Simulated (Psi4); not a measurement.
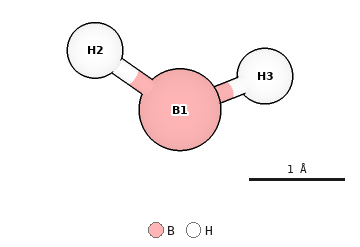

Figure 1. The starting structure (ball-and-stick view, seen at an oblique angle; atoms are numbered from 1 in the order of the input).

BH2: geometry relaxation (part 1 of 3)

BH2, multiplicity 2, computed with PBEh-3c/def2-mSVP, UKS (Psi4 1.11).

The geometry comes from this level: GFN2-xTB.

## Output
```
Psi4 1.11 release

gradient() will perform analytic gradient computation.

   => Loading Basis Set <=

    Name: DEF2-MSVP
    Role: ORBITAL
    Keyword: BASIS

   => PBEH3C: Empirical Dispersion <=

        s6 =       1.000000
        s8 =       0.000000
        a1 =       0.486000
        a2 =       4.500000

         ---------------------------------------------------------
                                   SCF
                              UKS Reference
                        1 Threads,   1525 MiB Core
         ---------------------------------------------------------

  ==> Geometry <==

    Molecular point group: c1
    Full point group: Cs

    Geometry (in Bohr), charge = 0, multiplicity = 2:

       Center              X                  Y                   Z               Mass
    ------------   -----------------  -----------------  -----------------  -----------------
         B            0.128186787413    -0.073234267382     0.000000000000    11.009305360000
         H            0.278221977709     2.112299831204    -0.000000000000     1.007825032230
         H           -1.678512147748    -1.312301432036    -0.000000000000     1.007825032230

  Running in c1 symmetry.

  Rotational constants: A =     38.82524  B =      7.67930  C =      6.41122 [cm^-1]
  Rotational constants: A = 1163951.36938  B = 230219.57537  C = 192203.39587 [MHz]
  Nuclear repulsion =    4.818243852462335

  Charge       = 0
  Multiplicity = 2
  Electrons    = 7
  Nalpha       = 4
  Nbeta        = 3

  ==> Algorithm <==

  SCF Algorithm Type is DF.
  DIIS enabled.
  MOM disabled.
  Fractional occupation disabled.
  Guess Type is SAD.
  Energy threshold   = 1.00e-08
  Density threshold  = 1.00e-08
  Integral threshold = 1.00e-12

  ==> Primary Basis <==

  Basis Set: DEF2-MSVP
    Blend: DEF2-MSVP
    Number of shells: 11
    Number of basis functions: 19
    Number of Cartesian functions: 20
    Spherical Harmonics?: true
    Max angular momentum: 2

  ==> DFT Potential <==

   => LibXC <=

    Version 7.1.2

   => Composite Functional: PBEH3C <=

    PBE Hybrid based 3C composite method with a small basis set, gCP and D3(BJ)

    Deriv               =              1
    GGA                 =           TRUE
    Meta                =          FALSE

    Exchange Hybrid     =           TRUE
    MP2 Hybrid          =          FALSE

   => Exchange Functionals <=

    0.5800     XC_GGA_X_PBE

   => Exact (HF) Exchange <=

    0.4200               HF

   => Correlation Functionals <=

    1.0000     XC_GGA_C_PBE

   => LibXC Density Thresholds  <==

    XC_GGA_C_PBE:  1.00E-12
    XC_GGA_X_PBE:  1.00E-15

   => Molecular Quadrature <=

    Radial Scheme          =       TREUTLER
    Pruning Scheme         =           NONE
    Nuclear Scheme         =       TREUTLER

    Blocking Scheme        =         OCTREE
    BS radius alpha        =              1
    Pruning alpha          =              1
    Radial Points          =             75
    Spherical Points       =            302
    Total Points           =          65783
    Total Blocks           =            551
    Max Points             =            256
    Max Functions          =             19
    Weights Tolerance      =       1.00E-15

   => Loading Basis Set <=

    Name: (DEF2-MSVP AUX)
    Role: JKFIT
    Keyword: DF_BASIS_SCF

  ==> Integral Setup <==

  DFHelper Memory: AOs need 0.000 GiB; user supplied 1.083 GiB.
  SCF_SUBTYPE=INCORE selected. In-core MEM_DF algorithm will be used.
  Using in-core AOs.

  ==> MemDFJK: Density-Fitted J/K Matrices <==

    J tasked:                   Yes
    K tasked:                   Yes
    wK tasked:                   No
    Memory [MiB]:              1108
    Algorithm:                 Core
    Schwarz Cutoff:           1E-12
    Mask sparsity (%):       0.0000
    Fitting Condition:        1E-10

   => Auxiliary Basis Set <=

  Basis Set: (DEF2-MSVP AUX)
    Blend: DEF2-UNIVERSAL-JKFIT
    Number of shells: 37
    Number of basis functions: 111
    Number of Cartesian functions: 129
    Spherical Harmonics?: true
    Max angular momentum: 4

  Cached 100.0% of DFT collocation blocks in 0.035 [GiB].

  Minimum eigenvalue in the overlap matrix is 4.0037980540E-02.
  Reciprocal condition number of the overlap matrix is 1.1483692623E-02.
    Using symmetric orthogonalization.

  ==> Pre-Iterations <==

  SCF Guess: Superposition of Atomic Densities via on-the-fly atomic UHF (no occupation information).

   -------------------------
    Irrep   Nso     Nmo
   -------------------------
     A         19      19
   -------------------------
    Total      19      19
   -------------------------

  ==> Iterations <==

                           Total Energy        Delta E     RMS |[F,P]|

   @DF-UKS iter SAD:   -25.36024226063012   -2.53602e+01   0.00000e+00
   @DF-UKS iter   1:   -25.85414322392013   -4.93901e-01   5.16536e-03 DIIS/ADIIS
   @DF-UKS iter   2:   -25.86056214550982   -6.41892e-03   1.62380e-03 DIIS/ADIIS
   @DF-UKS iter   3:   -25.86121781092095   -6.55665e-04   1.80939e-04 DIIS/ADIIS
   @DF-UKS iter   4:   -25.86123053572980   -1.27248e-05   4.36781e-05 DIIS
   @DF-UKS iter   5:   -25.86123165748949   -1.12176e-06   1.11233e-05 DIIS
   @DF-UKS iter   6:   -25.86123173986432   -8.23748e-08   1.40566e-06 DIIS
   @DF-UKS iter   7:   -25.86123174123296   -1.36864e-09   3.56724e-07 DIIS
   @DF-UKS iter   8:   -25.86123174132798   -9.50173e-11   3.92002e-08 DIIS
   @DF-UKS iter   9:   -25.86123174132887   -8.91731e-13   2.44717e-09 DIIS
  Energy and wave function converged.

  ==> Post-Iterations <==

   Electrons on quadrature grid:
      Nalpha   =    4.0000000880 ; deviation = 8.795e-08
      Nbeta    =    3.0000000539 ; deviation = 5.388e-08
      Ntotal   =    7.0000001418 ; deviation = 1.418e-07

   @Spin Contamination Metric:   9.729128632E-04
   @S^2 Expected:                7.500000000E-01
   @S^2 Observed:                7.509729129E-01
   @S   Expected:                5.000000000E-01
   @S   Observed:                5.000000000E-01

    Orbital Energies [Eh]
    ---------------------

    Alpha Occupied:

       1A     -7.007259     2A     -0.579336     3A     -0.434571
       4A     -0.257407

    Alpha Virtual:

       5A     -0.057785     6A      0.197718     7A      0.202244
       8A      0.323977     9A      0.352915    10A      0.359534
      11A      0.388124    12A      1.068863    13A      1.174377
      14A      1.751638    15A      1.759700    16A      1.761367
      17A      2.131867    18A      2.132567    19A      8.814442

    Beta Occupied:

       1A     -6.994620     2A     -0.548698     3A     -0.423564

    Beta Virtual:

       4A     -0.032896     5A     -0.022571     6A      0.209145
       7A      0.219836     8A      0.354651     9A      0.373416
      10A      0.375590    11A      0.449232    12A      1.076942
      13A      1.195487    14A      1.766830    15A      1.829501
      16A      1.830987    17A      2.155305    18A      2.169263
      19A      8.832389

    Final Occupation by Irrep:
              A
    DOCC [     3 ]
    SOCC [     1 ]
    NA   [     4 ]
    NB   [     3 ]

  @DF-UKS Final Energy:   -25.86123174132887

   => Energetics <=

    Nuclear Repulsion Energy =              4.8182438524623352
    One-Electron Energy =                 -43.1591735941814179
    Two-Electron Energy =                  15.2382313527610904
    DFT Exchange-Correlation Energy =      -2.7589714649945907
    Empirical Dispersion Energy =           0.0004381126237095
    VV10 Nonlocal Energy =                  0.0000000000000000
    Total Energy =                        -25.8612317413288721

  UHF NO Occupations:
  HONO-2 :    2  A 1.9998411
  HONO-1 :    3  A 1.9996727
  HONO-0 :    4  A 1.0000000
  LUNO+0 :    5  A 0.0003273
  LUNO+1 :    6  A 0.0001589
  LUNO+2 :    7  A 0.0000004
  LUNO+3 :    8  A 0.0000000

Computation Completed

Properties will be evaluated at   0.000000,   0.000000,   0.000000 [a0]

Properties computed using the SCF density matrix

 Multipole Moments:

 ------------------------------------------------------------------------------------
     Multipole            Electronic (a.u.)      Nuclear  (a.u.)        Total (a.u.)
 ------------------------------------------------------------------------------------

 L = 1.  Multiply by 2.5417464519 to convert [e a0] to [Debye]
 Dipole X            :          0.5686377           -0.7593562           -0.1907186
 Dipole Y            :         -0.3248354            0.4338271            0.1089917
 Dipole Z            :         -0.0000000           -0.0000000           -0.0000000
 Magnitude           :                                                    0.2196651

 ------------------------------------------------------------------------------------

	total time  =          3 seconds =       0.05 minutes

         ------------------------------------------------------------
                                   SCF GRAD
         ------------------------------------------------------------

  ==> Geometry <==

    Molecular point group: c1
    Full point group: Cs

    Geometry (in Bohr), charge = 0, multiplicity = 2:

       Center              X                  Y                   Z               Mass
    ------------   -----------------  -----------------  -----------------  -----------------
         B            0.128186787413    -0.073234267382     0.000000000000    11.009305360000
         H            0.278221977709     2.112299831204    -0.000000000000     1.007825032230
         H           -1.678512147748    -1.312301432036    -0.000000000000     1.007825032230

  Nuclear repulsion =    4.818243852462335

  ==> Basis Set <==

  Basis Set: DEF2-MSVP
    Blend: DEF2-MSVP
    Number of shells: 11
    Number of basis functions: 19
    Number of Cartesian functions: 20
    Spherical Harmonics?: true
    Max angular momentum: 2

  ==> DFJKGrad: Density-Fitted SCF Gradients <==

    Gradient:                    1
    J tasked:                  Yes
    K tasked:                  Yes
    wK tasked:                  No
    Integrals threads:           1
    Memory [MiB]:             1144
    Schwarz Cutoff:          1E-12
    Fitting Condition:       1E-10

   => Auxiliary Basis Set <=

  Basis Set: (DEF2-MSVP AUX)
    Blend: DEF2-UNIVERSAL-JKFIT
    Number of shells: 37
    Number of basis functions: 111
    Number of Cartesian functions: 129
    Spherical Harmonics?: true
    Max angular momentum: 4

   => Molecular Quadrature <=

    Radial Scheme          =       TREUTLER
    Pruning Scheme         =           NONE
    Nuclear Scheme         =       TREUTLER

    Blocking Scheme        =         OCTREE
    BS radius alpha        =              1
    Pruning alpha          =              1
    Radial Points          =             75
    Spherical Points       =            302
    Total Points           =          65783
    Total Blocks           =            551
    Max Points             =            256
    Max Functions          =             19
    Weights Tolerance      =       1.00E-15

  -Total Gradient:
     Atom            X                  Y                   Z
    ------   -----------------  -----------------  -----------------
       1       -0.010317680303     0.005922736252    -0.000000000000
       2       -0.001898289829    -0.015323938067     0.000000000000
       3        0.012215568390     0.009401431581     0.000000000000

	total time  =          0 seconds =       0.00 minutes

    			-----------------------------------------

    			 OPTKING 3.0: for geometry optimizations

    			        with contributions from

    			-----------------------------------------

	                            ===> Fragment 1 <==

	 Z (Atomic Numbers)          Masses                          Geom
	       5.000000            11.009305          0.12818679 -0.07323427  0.00000000
	       1.000000             1.007825          0.27822198  2.11229983 -0.00000000
	       1.000000             1.007825         -1.67851215 -1.31230143 -0.00000000

	 - Coordinate -           - BOHR/RAD -       - ANG/DEG -
	 R(1,2)           =         2.190678           1.159257
	 R(1,3)           =         2.190764           1.159303
	 B(2,1,3)         =         2.240482         128.370191

	        --- Internal Coordinate Step in ANG or DEG, aJ/ANG or AJ/DEG ---
	-------------------------------------------------------------------------------
	           Coordinate      Previous         Force          Change          New
	           ----------      --------        ------          ------        ------
	               R(1,2)       1.15926        0.12702        0.02907       1.18833
	               R(1,3)       1.15930        0.12681        0.02902       1.18833
	             B(2,1,3)     128.37019        0.00014        0.65523     129.02543
	-------------------------------------------------------------------------------

	                                 ==> Convergence Check <==

	Measures of convergence in internal coordinates in au.

	Criteria marked as inactive (o), active & met (*), and active & unmet ( ).

	----------------------------------------------------------------------------------------------~
	   Step    Total Energy     Delta E     Max Force     RMS Force      Max Disp      RMS Disp   ~
	----------------------------------------------------------------------------------------------~
	  Convergence Criteria     1.00e-06 *    3.00e-04 *             o    1.20e-03 *             o~
	----------------------------------------------------------------------------------------------~
	     1     -25.86123174   -2.59e+01      1.54e-02      1.26e-02 o    5.49e-02      4.53e-02 o  ~
	----------------------------------------------------------------------------------------------

Next Geometry in Ang
	Fragment 1 (Ang)

	    B   0.0716018154  -0.0409252459   0.0000000000
	    H   0.1597725777   1.1441257504  -0.0000000000
	    H  -0.9045425128  -0.7186134884  -0.0000000000

    Structure for next step:
    Molecular point group: c1
    Full point group: Cs

    Geometry (in Bohr), charge = 0, multiplicity = 2:

    B            0.129839788721    -0.074186749773     0.000000000000
    H            0.296458381675     2.165235077832    -0.000000000000
    H           -1.714805650486    -1.354831926689    -0.000000000000

gradient() will perform analytic gradient computation.

  ==> Geometry <==

    Molecular point group: c1
    Full point group: Cs

    Geometry (in Bohr), charge = 0, multiplicity = 2:

       Center              X                  Y                   Z               Mass
    ------------   -----------------  -----------------  -----------------  -----------------
         B            0.129839788721    -0.074186749773     0.000000000000    11.009305360000
         H            0.296458381675     2.165235077832    -0.000000000000     1.007825032230
         H           -1.714805650486    -1.354831926689    -0.000000000000     1.007825032230

  Running in c1 symmetry.
```
